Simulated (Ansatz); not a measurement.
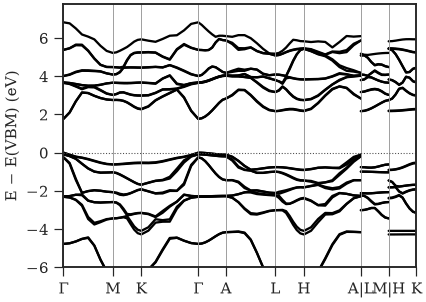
Figure. Band structure from the program Ansatz at the PBE with spin–orbit coupling level (PAW)

Task: Read off the gap and where the band edges lie.

Result: About 1.8 eV (1.77 eV by a search for the band edges); maximum at Γ, minimum at Γ.

The material is ScSnCN in space group P3m1 (No. 156; Sc on 1b, Sn on 1c, C on 1b, N on 1c).

The start of the workflow was typed in or built on a structure type; neither database checked (COD, Materials Project) lists it. Its standing as an ambient phase is unchecked. The cell was relaxed with PBE under the symmetry of its start; its stability against distortions is not shown here. The run is not spin-polarised.

Potentials: the earlier of the program's two PAW sets.
